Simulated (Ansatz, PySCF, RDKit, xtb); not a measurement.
**SnSiH3ClO: from the formula to a structure**

Task: start from the formula SnSiH3ClO, draw up candidate structures, narrow them down in stages, and characterise the one that lies lowest at 200 K.

Plan: many cheap relaxations first (GFN2-xTB), then density-functional screening, relaxation at PBE0-D3(BJ)/def2-SVP, vibrations and a final energy. The numbers are computed, not measured.

6 further runs of the same task are left out: 6 set aside as unsound or not needed.

### Step 1. Possible bonding patterns

A program enumerates the bonding patterns with one Lewis structure each (two rings at most, one unusual centre or charged pair), with their diastereomers. O–O, O–halogen and N–halogen bonds and N–N–N chains are not drawn. That gives 45 candidates.

c007 [SiH][O][SnH2][Cl]; c067 [Cl][Sn@@H]1[OH+][SiH-]1; c093 [OH2+]/[Sn-]=[SiH]/Cl; c098 O[Si][SnH2][Cl] (triplet); c103 Cl[SiH2][O][SnH] (triplet); c109 O/[SiH]=[SnH]\[Cl]; c123 O[Si][SnH2][Cl]; c130 [O]=[SnH][SiH2]Cl; c146 Cl[SiH2][O][SnH]; c175 [OH][Sn](=[SiH2])[Cl]; c204 [OH][SnH2][Si]Cl (triplet); c212 O[SiH2][Sn][Cl] (triplet); c213 O=[Si@H-](Cl)[SnH2+]; c221 O[Si@H](Cl)[SnH] (triplet); c233 [SiH3][O][Sn][Cl]; c259 [OH2+]/[Si-]=[SnH]/[Cl]; c281 [Cl][Sn-]1[OH+][SiH2]1; c284 [OH][SnH2][Si]Cl; c286 [OH]/[SnH]=[SiH]/Cl; c306 Cl/[SiH]=[O+]/[SnH2-]; c310 [Cl][Sn@@H]1[O][SiH2]1; c315 Cl[Si-]1[OH+][SnH2]1; c325 O/[SiH]=[SnH]/[Cl]; c339 [OH][Sn][SiH2]Cl (triplet); c359 O[Si@H](Cl)[SnH]; c458 [SiH][O][SnH2][Cl] (triplet); c473 [SiH3][O][Sn][Cl] (triplet); c474 [O]=[Sn]([SiH3])[Cl]; c491 O=[SiH][SnH2][Cl]; c497 Cl[Si@@H]1[O][SnH2]1; c508 [OH]/[SnH]=[SiH]\Cl; c519 [OH][Sn@H]([SiH])[Cl]; c544 [OH2+]/[Sn-]=[SiH]\Cl; c609 [O]=[Sn@H-]([SiH2+])[Cl]; c633 Cl[Si][O][SnH3] (triplet); c647 Cl[Si][O][SnH3]; c661 Cl[Si@@H]1[OH+][SnH-]1; c669 [OH][Sn][SiH2]Cl; c691 [SiH2]=[O+][SnH-][Cl]; c730 O[SiH2][Sn][Cl]; and 5 more.

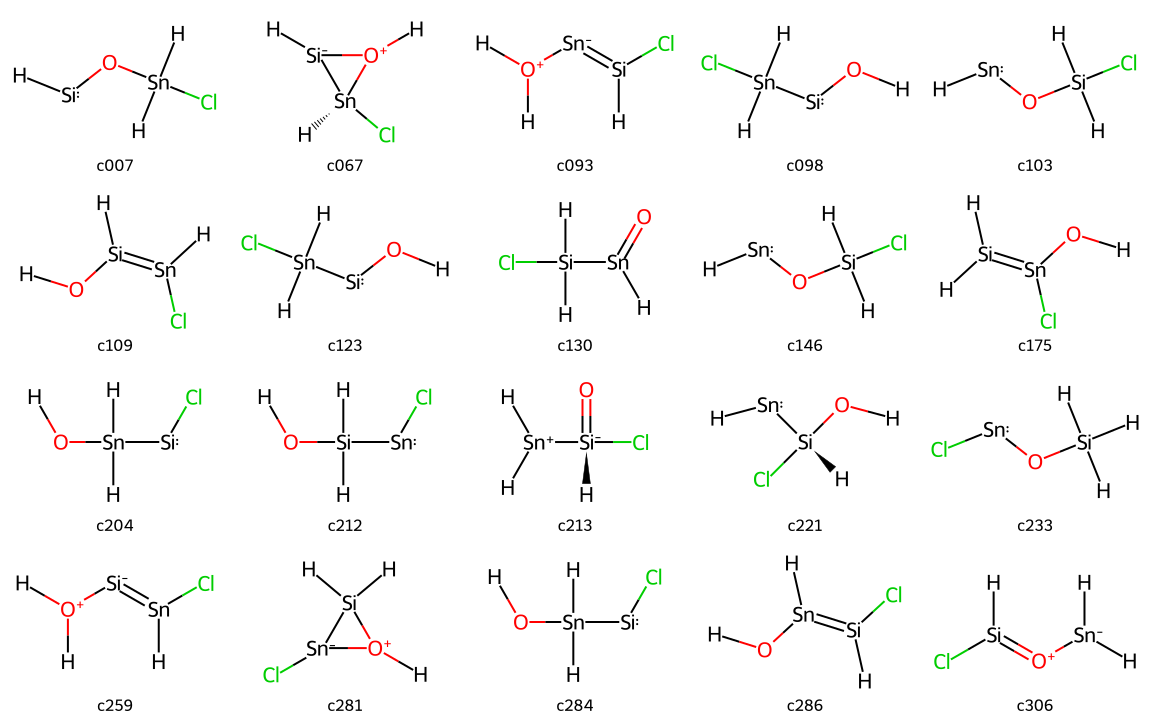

Structural formulas of the candidates (the first 20).

Candidates are built by distance geometry, with a force field where one applies, in up to four conformers (letters a to d). 4 starts with atoms placed at random are added, to find patterns that the rules miss.

### Step 2. First filter: tight binding

All 87 starts are relaxed the same way. One of them, c669a (enumerated, embedded by distance geometry and UFF), in full:

start.xyz

```xyz
7
c669a
Cl     0.759907    -2.874266     2.086793
O     -1.663429     0.450110     3.177449
Si     0.672216    -1.128118     0.845203
Sn     0.074249     0.806751     2.282110
H     -2.228933     0.071367     2.476669
H      1.970441    -0.889870     0.243496
H     -0.361012    -1.316691    -0.175773
```

On the command line:

```console
$ xtb start.xyz --gfn 2 --opt
```

The program printed, cut to the lines that bear on the results:

```text
* xtb version 6.7.1
[...]
          :  # basis functions                  37          :
[...]
          :  # electrons                        24          :
[...]
          :  Hamiltonian                  GFN2-xTB          :
[...]
          :  net charge                          0          :
          :  unpaired electrons                  0          :
[...]
   *** convergence criteria satisfied after 17 iterations ***
[...]
   *** GEOMETRY OPTIMIZATION CONVERGED AFTER 26 ITERATIONS ***
[...]
   *** convergence criteria satisfied after 3 iterations ***
[...]
         ::                     SUMMARY                     ::
         :::::::::::::::::::::::::::::::::::::::::::::::::::::
         :: total energy             -14.067343136253 Eh    ::
         :: gradient norm              0.000989361147 Eh/a0 ::
         :: HOMO-LUMO gap              3.145909237775 eV    ::
         ::.................................................::
         :: SCC energy               -14.104108830757 Eh    ::
         :: -> isotropic ES            0.042151192987 Eh    ::
         :: -> anisotropic ES         -0.006444236084 Eh    ::
         :: -> anisotropic XC         -0.007675163007 Eh    ::
         :: -> dispersion             -0.005386565684 Eh    ::
         :: repulsion energy           0.036765694504 Eh    ::
         :: add. restraining           0.000000000000 Eh    ::
         :: total charge               0.000000000000 e     ::
         :::::::::::::::::::::::::::::::::::::::::::::::::::::
[...]
        12        2.0000           -0.3613206              -9.8320 (HOMO)
        13                         -0.2457106              -6.6861 (LUMO)
[...]
          | TOTAL ENERGY              -14.067343136253 Eh   |
          | GRADIENT NORM               0.000989361147 Eh/α |
          | HOMO-LUMO GAP               3.145909237775 eV   |
           -------------------------------------------------
[...]
```

Wall time 0.25 s (1 thread of Intel Xeon Platinum 8259CL at 2.50GHz (Skylake/Cascade Lake), shared host).

### Step 3. The minima found

87 of the 87 relaxations converged; 17 ended on a minimum already found. 70 distinct structures remain, the lowest 22 here:

```tsv
label	start	SMILES after	spin	energy (kcal/mol)	note
c233b	drawn	[SiH3][O][Sn][Cl]	singlet	0.0	
c310a	drawn	[Cl][SnH].[O][SiH2] ‡	singlet	13.7	loosely bound
c691b	drawn	[Cl][SnH].[O][SiH2] ‡	singlet	13.7	loosely bound
c609a	drawn	[Cl][SnH].[O][SiH2] ‡	singlet	13.7	loosely bound
c691a	drawn	[Cl][SnH].[O][SiH2] ‡	singlet	14.0	loosely bound
c146a	drawn	Cl[SiH2][O][SnH]	singlet	19.4	
c146c	drawn	Cl[SiH2][O][SnH]	singlet	19.5	
c730c	drawn	O[SiH2][Sn][Cl]	singlet	32.9	
c175a	drawn	O[SiH2][Sn][Cl]	singlet	33.0	bonds changed
c281a	drawn	O[SiH2][Sn][Cl]	singlet	33.1	bonds changed
c325a	drawn	[OH][SiH][SnH][Cl] ‡	singlet	34.4	
c213a	drawn	[O][SiH][Cl][SnH2] ‡	singlet	34.4	bonds changed
c497a	drawn	[O][SiH][Cl].[SnH2] ‡	singlet	35.4	loosely bound
c359a	drawn	[OH][SiH][SnH][Cl] ‡	singlet	35.7	bonds changed
c109a	drawn	[OH][SiH][SnH][Cl] ‡	singlet	35.8	
c730a	drawn	O[SiH2][Sn][Cl]	singlet	36.1	
c519a	drawn	[OH][SiH][SnH][Cl] ‡	singlet	38.9	bonds changed
c067a	drawn	[OH][SiH][SnH][Cl] ‡	singlet	40.7	bonds changed
c661a	drawn	O[Si@H](Cl)[SnH]	singlet	45.1	bonds changed
c817	random and drawn	[OH][Si]([Cl])[SnH2] ‡	singlet	45.3	
c315b	drawn	[OH][Si]([Cl])[SnH2] ‡	singlet	46.0	bonds changed
c306a	drawn	[H].[O][SiH][Cl].[SnH] ‡	singlet	46.2	fell apart
```

‡ marks the bonded skeleton alone, with all bonds drawn single: no Lewis structure was assigned that passes a check against the bond lengths.

GFN2-xTB has no spin polarisation, so it can't rank spin states and is rough for open shells.

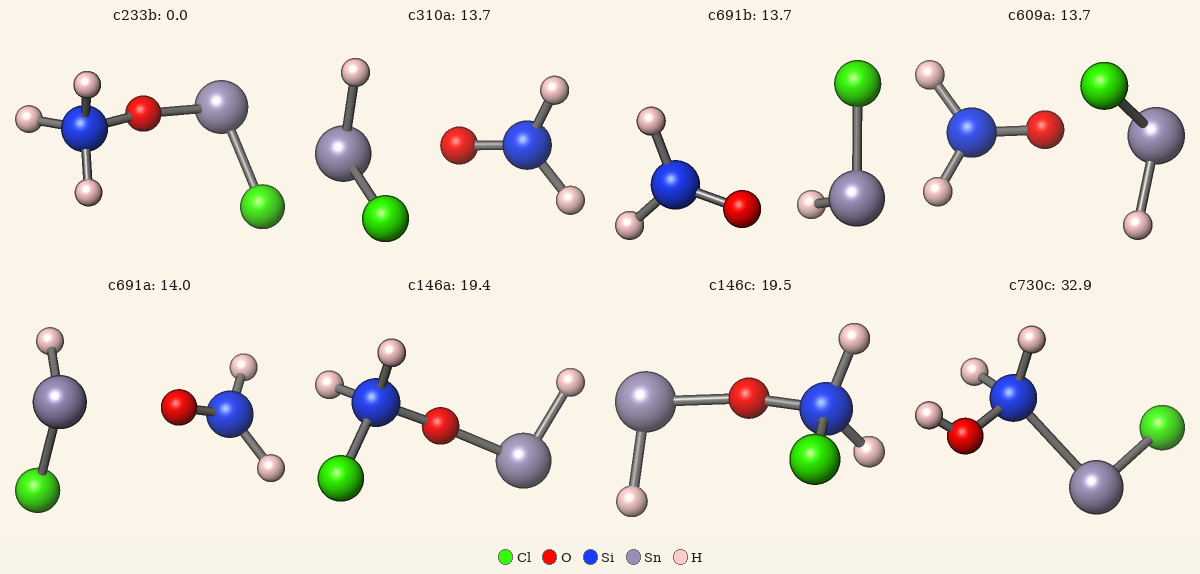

The 8 lowest minima that did not fall apart, with their GFN2-xTB energies in kcal/mol.

### Step 4. Screening with a density functional

A choice of the minima (the low ones first, few conformers of a pattern, up to a cap) and the lowest that fell apart get a single point at r2SCAN-D4/def2-SVP on the tight-binding geometry, and one at HF/STO-3G for comparison. The lowest singlets are also tried as triplets at the same geometry (label ending in t). Within 25 kcal/mol but not screened, among others: c609a, c691a. The first, c233b:

input.yaml

```yaml
basis:
  gaussian:
    orbitals: def2-SVP
crystal:
  periodic: [false, false, false]
  atoms:
    - {symbol: Cl, position_ang: [1.103021, -2.274911, -1.386550]}
    - {symbol: O, position_ang: [-0.946662, 0.029776, -0.066898]}
    - {symbol: Si, position_ang: [-2.537096, 0.210896, -0.318125]}
    - {symbol: Sn, position_ang: [1.035670, -0.421421, 0.067691]}
    - {symbol: H, position_ang: [-2.994030, -0.779610, -1.290186]}
    - {symbol: H, position_ang: [-3.192532, 0.023172, 0.978144]}
    - {symbol: H, position_ang: [-2.730891, 1.573341, -0.819170]}
hamiltonian:
  xc: r2scan
  dispersion: d4
scf:
  lower_state_search: "off"
output: {orbitals: {seedname: orbitals}}
```

On the command line:

```console
$ ansatz run input.yaml --threads 1 --pin off --max-ram 2610MiB --events-out events.jsonl --progress --plain --runs-dir runs
```

The program printed, cut to the lines that bear on the results:

```text
Warning: RAYON_NUM_THREADS=1 ignored (pool sized by the plan → 1); use --threads N
Functional definition: r2SCAN
  name "r2SCAN"
[...]
999 factors; their error is unknown
[...]
mean field -28322.07384135 eV, -1040.8170162783 hartree, gradient 1.9e-6 eV, S^2 0.000000; 0 other end points of the search recorded, 0 dependent functions left out
reference -28322.07385184 eV, -1040.8170166639 hartree; 32, 32 occupied and 59, 59 virtual orbitals, 999 factors
Total energy: -28322.11825117 eV, -1040.8186483092 hartree
Checks for a lower state left out: stability, starts, cluster_reference, orbital_swaps, neighbouring_geometries, increment
```

It took 2.7 s on 1 thread of Intel Xeon Platinum 8259CL at 2.50GHz (Skylake/Cascade Lake), shared host.

Relative energies in kcal/mol, each column from its lowest structure that stays in one piece:

```tsv
label	SMILES	spin	GFN2-xTB	HF/STO-3G	r2SCAN-D4/def2-SVP
c233b	[SiH3][O][Sn][Cl]	singlet	0.0	0.0	0.0
c146a	Cl[SiH2][O][SnH]	singlet	19.4	32.0	15.2
c146c	Cl[SiH2][O][SnH]	singlet	19.5	32.6	15.6
c310a	[Cl][SnH].[O][SiH2] ‡	singlet	13.7	76.3	52.7
c691b	[Cl][SnH].[O][SiH2] ‡	singlet	13.7	80.1	54.5
c146at	Cl[SiH2][O][SnH]	triplet	–	–	58.1
c233bt	[SiH3][O][Sn][Cl]	triplet	–	–	71.7
c306a	[H].[O][SiH][Cl].[SnH] ‡	singlet	46.2	290.4	146.9
```

‡ marks the bonded skeleton alone, with all bonds drawn single: no Lewis structure was assigned that passes a check against the bond lengths.

Measured from c233b, GFN2-xTB misplaces c691b by 41 kcal/mol against r2SCAN-D4/def2-SVP, so minima dropped on its energies alone could hide the lowest isomer.

### Step 5. Patterns that tight binding lost

Some ordinary bonding patterns rearranged or fell apart under GFN2-xTB. Their starts are relaxed at r2SCAN-D4/def2-SVP instead (label ending in r). The first, c175ar:

input.yaml

```yaml
crystal:
  periodic: [false, false, false]
  atoms:
    - {symbol: Cl, position_ang: [1.139628, 0.779126, 0.524812]}
    - {symbol: O, position_ang: [-1.992899, -0.881593, 1.630550]}
    - {symbol: Si, position_ang: [-1.810637, -0.329559, -1.999107]}
    - {symbol: Sn, position_ang: [-0.960291, -0.251316, 0.148119]}
    - {symbol: H, position_ang: [-2.597137, -0.133207, 1.980018]}
    - {symbol: H, position_ang: [-3.095998, -0.962863, -2.186596]}
    - {symbol: H, position_ang: [-1.020444, 0.201671, -3.123930]}
basis:
  gaussian:
    orbitals: def2-SVP
relax:
  f_tol: 0.01
hamiltonian:
  xc: {name: r2SCAN}
  dispersion: d4
output: {orbitals: {seedname: orbitals}}
scf:
  lower_state_search: "off"
total_charge: 0
```

On the command line:

```console
$ ansatz run input.yaml --threads 1 --pin off --max-ram 2610MiB --events-out events.jsonl --progress --plain --runs-dir runs
```

The program printed, cut to the lines that bear on the results:

```text
Warning: RAYON_NUM_THREADS=1 ignored (pool sized by the plan → 1); use --threads N
[...]
Functional definition: r2SCAN
  name "r2SCAN"
[...]
999 factors; their error is unknown
[...]
mean field -28318.67259474 eV, -1040.6920227710 hartree, gradient 3.6e-6 eV, S^2 0.000000; 0 other end points of the search recorded, 0 dependent functions left out
[...]
reference -28318.67260512 eV, -1040.6920231526 hartree; 32, 32 occupied and 59, 59 virtual orbitals, 999 factors
[...]
Atom 3 at    -1.162712    -0.305067    -0.056743 Å, force    -0.001507     0.009869    -0.002268 eV/Å
Atom 4 at    -1.750754    -0.312999     2.382604 Å, force     0.003928    -0.001403     0.004125 eV/Å
Atom 5 at    -2.895894    -1.126653    -2.404085 Å, force    -0.009507    -0.003317    -0.003585 eV/Å
Atom 6 at    -0.893297    -0.195063    -3.081879 Å, force     0.002608     0.004406    -0.005162 eV/Å
Dipole moment:    -0.000328    -0.160588     0.021127 e Å
Checks for a lower state left out: stability, starts, cluster_reference, orbital_swaps, neighbouring_geometries, increment
```

Wall time 62 s (1 thread of Intel Xeon Platinum 8259CL at 2.50GHz (Skylake/Cascade Lake), shared host).

Energies at r2SCAN-D4/def2-SVP after that relaxation, from the lowest structure of the screen (which was not relaxed at this level):

```tsv
label	SMILES	spin	energy (kcal/mol)
c175ar	[OH][Sn]([SiH2])[Cl] ‡	singlet	52.4
c310ar	[Cl][Sn@@H]1[O][SiH2]1	singlet	40.4
c497ar	Cl[Si@@H]1[O][SnH2]1	singlet	39.1
```

‡ marks the bonded skeleton alone, with all bonds drawn single: no Lewis structure was assigned that passes a check against the bond lengths.

### Step 6. Refinement at PBE0-D3(BJ)/def2-SVP

3 candidates are relaxed at PBE0-D3(BJ)/def2-SVP (chosen among the lowest in one piece). The first, c233b:

input.yaml

```yaml
crystal:
  periodic: [false, false, false]
  atoms:
    - symbol: Cl
      position_ang: [1.103021, -2.274911, -1.386550]
    - symbol: O
      position_ang: [-0.946662, 0.029776, -0.066898]
    - symbol: Si
      position_ang: [-2.537096, 0.210896, -0.318125]
    - symbol: Sn
      position_ang: [1.035670, -0.421421, 0.067691]
    - symbol: H
      position_ang: [-2.994030, -0.779610, -1.290186]
    - symbol: H
      position_ang: [-3.192532, 0.023172, 0.978144]
    - symbol: H
      position_ang: [-2.730891, 1.573341, -0.819170]
basis:
  gaussian:
    orbitals: def2-SVP
hamiltonian:
  xc: pbe0
  dispersion: d3bj
relax:
  f_tol: 0.003
scf:
  lower_state_search: off
```

On the command line:

```console
$ ansatz run input.yaml --threads 1 --pin off --max-ram 2610MiB --events-out events.jsonl --progress --plain --runs-dir runs
```

The program printed, cut to the lines that bear on the results:

```text
Warning: RAYON_NUM_THREADS=1 ignored (pool sized by the plan → 1); use --threads N
[...]
Functional definition: PBE0
  name "PBE0"
[...]
1016 factors; integrals over basis functions are off by at most 5.4e-4 eV
[...]
mean field -28312.79737684 eV, -1040.4761124955 hartree, gradient 3.9e-6 eV, S^2 0.000000; 0 other end points of the search recorded, 0 dependent functions left out
[...]
Atom 3 at     1.041373    -0.321169    -0.158640 Å, force     0.000468    -0.000407    -0.000019 eV/Å
Atom 4 at    -2.531399    -0.393156    -1.770688 Å, force    -0.000045     0.000269    -0.000063 eV/Å
Atom 5 at    -2.779578    -0.729877     0.624391 Å, force     0.000062     0.000164     0.000042 eV/Å
Atom 6 at    -3.121033     1.472816    -0.335406 Å, force    -0.000402     0.000568     0.000124 eV/Å
Dipole moment:     0.515598     0.276572     0.092521 e Å
Checks for a lower state left out: stability, starts, cluster_reference, orbital_swaps, neighbouring_geometries, increment
```

Wall time 2.1 min (1 thread of Intel Xeon Platinum 8259CL at 2.50GHz (Skylake/Cascade Lake), shared host).

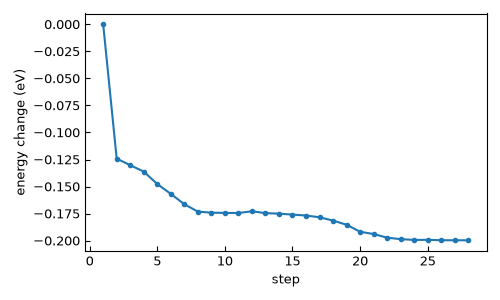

Energy along the run, all evaluated steps.

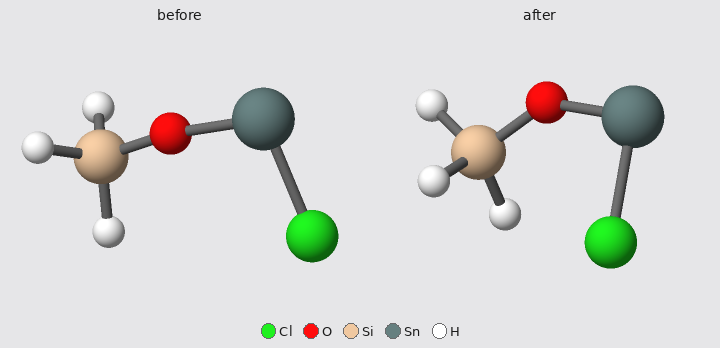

Before and after, at one scale.

After the run. Bond lengths: O2–Si3 1.666 Å, Cl1–Sn4 2.404 Å, O2–Sn4 1.988 Å, Si3–H5 1.495 Å, Si3–H6 1.495 Å, Si3–H7 1.493 Å. Angles: Si3–O2–Sn4 137.2°, Cl1–Sn4–O2 95.8°, O2–Si3–H5 111.3°, O2–Si3–H6 111.3°, O2–Si3–H7 108.3°, H5–Si3–H6 108.8°, H5–Si3–H7 108.6°, H6–Si3–H7 108.6°.

### Step 7. The relaxed candidates

```tsv
label	spin	r2SCAN-D4/def2-SVP (kcal/mol)	PBE0-D3(BJ)/def2-SVP, relaxed (kcal/mol)	time
c233b	singlet	0.0	0.0	2.1 min
c146a	singlet	15.2	13.0	89 s
c146c	singlet	15.6	13.2	1.8 min
```

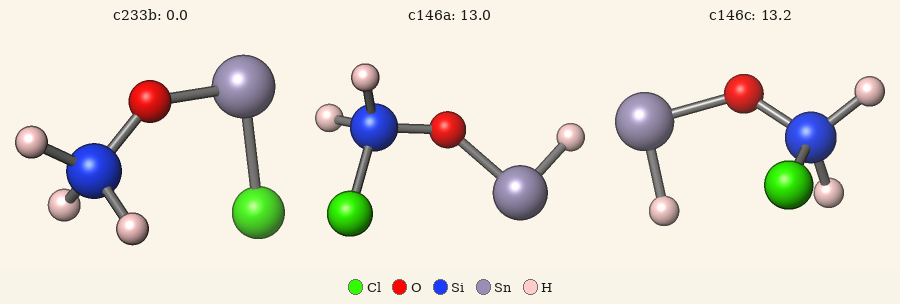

The relaxed structures, with energies at PBE0-D3(BJ)/def2-SVP in kcal/mol.

### Step 8. Are they minima? Harmonic frequencies

The lowest few in one piece go on as finalists. Harmonic vibrations at PBE0-D3(BJ)/def2-SVP test each finalist and give the zero-point energy and the thermal terms. The first, c233b:

input.yaml

```yaml
crystal:
  periodic: [false, false, false]
  atoms:
    - symbol: Cl
      position_ang: [0.143790, -2.514807, -0.563397]
    - symbol: O
      position_ang: [-0.707220, 0.624312, -0.204470]
    - symbol: Si
      position_ang: [-2.308453, 0.223124, -0.426883]
    - symbol: Sn
      position_ang: [1.041373, -0.321169, -0.158640]
    - symbol: H
      position_ang: [-2.531399, -0.393156, -1.770688]
    - symbol: H
      position_ang: [-2.779578, -0.729877, 0.624391]
    - symbol: H
      position_ang: [-3.121033, 1.472816, -0.335406]
basis:
  gaussian:
    orbitals: def2-SVP
hamiltonian:
  xc: pbe0
  dispersion: d3bj
scf:
  lower_state_search: "off"
phonons: {}
```

On the command line:

```console
$ ansatz run input.yaml --threads 1 --pin off --max-ram 2610MiB --events-out events.jsonl --progress --plain --runs-dir runs
```

The program printed, cut to the lines that bear on the results:

```text
Warning: RAYON_NUM_THREADS=1 ignored (pool sized by the plan → 1); use --threads N
Functional definition: PBE0
  name "PBE0"
[...]
1024 factors; integrals over basis functions are off by at most 3.9e-4 eV
[...]
mean field -28312.97847709 eV, -1040.4827678069 hartree, gradient 3.5e-6 eV, S^2 0.000000; 0 other end points of the search recorded, 0 dependent functions left out
[...]
Atom 5 at    -2.779578    -0.729877     0.624391 Å, force     0.000079     0.000172     0.000060 eV/Å
Atom 6 at    -3.121033     1.472816    -0.335406 Å, force    -0.000422     0.000552     0.000146 eV/Å
Dipole moment:     0.515596     0.276571     0.092522 e Å
Vibrations: 69.62 96.74 97.47 188.02 346.72 456.75 725.65 731.94 941.51 947.79 953.48 995.11 2227.84 2227.91 2237.23 cm⁻¹, zero-point energy 0.821010 eV
Checks for a lower state left out: stability, starts, cluster_reference, orbital_swaps, neighbouring_geometries, increment
```

Run time: 2.7 min. Hardware: 1 thread of Intel Xeon Platinum 8259CL at 2.50GHz (Skylake/Cascade Lake), shared host.

### Step 9. Thermal terms of the finalists

At 200 K and 1 atm, ideal gas, rigid rotor and harmonic oscillator:

```tsv
label	SMILES	spin	point group	lowest mode (cm⁻¹)	zero-point (kcal/mol)	G − E (kcal/mol)
c233b	[SiH3][O][Sn][Cl]	singlet	Cs	70	18.9	6.0
c146a	Cl[SiH2][O][SnH]	singlet	Cs	55	18.0	5.0
c146c	Cl[SiH2][O][SnH]	singlet	C1	26	18.0	4.6
```

Chiral structures get −RT ln 2 for their mirror image.

### Step 10. The final energy

Single points at CCSD(T)/def2-SVP + MP2/def2-TZVPP - MP2/def2-SVP on the refined geometries decide the order.

c233b, CCSD(T)/def2-SVP:

Edit input.yaml of step 8 so:

```diff
@@ -1 +1,4 @@
+basis:
+  gaussian:
+    orbitals: def2-SVP
 crystal:
@@ -17,10 +20,6 @@
       position_ang: [-3.121033, 1.472816, -0.335406]
-basis:
-  gaussian:
-    orbitals: def2-SVP
-hamiltonian:
-  xc: pbe0
-  dispersion: d3bj
-scf:
-  lower_state_search: "off"
-phonons: {}
+magnetization:
+  spin_polarized: false
+correlation:
+  method: ccsd_t
+  frozen_orbitals: {Cl: 5, Si: 5, H: 0, Sn: 4, O: 1}
```

On the command line:

```console
$ ansatz run input.yaml --threads 1 --pin off --max-ram 2610MiB --events-out events.jsonl --progress --plain --runs-dir runs
```

The program printed, cut to the lines that bear on the results:

```text
Warning: RAYON_NUM_THREADS=1 ignored (pool sized by the plan → 1); use --threads N
Functional definition: HF
  name "HF"
[...]
946 factors; integrals over basis functions are off by at most 1.2e-3 eV
[...]
mean field -28251.24095733 eV, -1038.2139558031 hartree, gradient 6.0e-6 eV, S^2 0.000000; 0 other end points of the search recorded, 0 dependent functions left out
15 core orbitals not correlated: weight in the atoms' cores, before any rotation towards them, 1.000 or more for the frozen orbitals, at most 0.000 for the correlated occupied ones
reference -28251.24095733 eV, -1038.2139558031 hartree; 17, 17 occupied and 59, 59 virtual orbitals, 946 factors
second order -13.73866180 eV of doubles, -0.00000000 eV of singles
cycle   1  -14.30412516 eV  change   -5.7e-1 eV  update   1.2e-1
[...]
cycle  10  -14.87453925 eV  change    1.3e-5 eV  update   2.2e-5
perturbative correction -0.39518451 eV, -0.0145227629 hartree
Total energy: -28266.51068110 eV, -1038.7751078012 hartree
```

Run time: 12 s. Hardware: 1 thread of Intel Xeon Platinum 8259CL at 2.50GHz (Skylake/Cascade Lake), shared host.

[end of part 1 of 2]
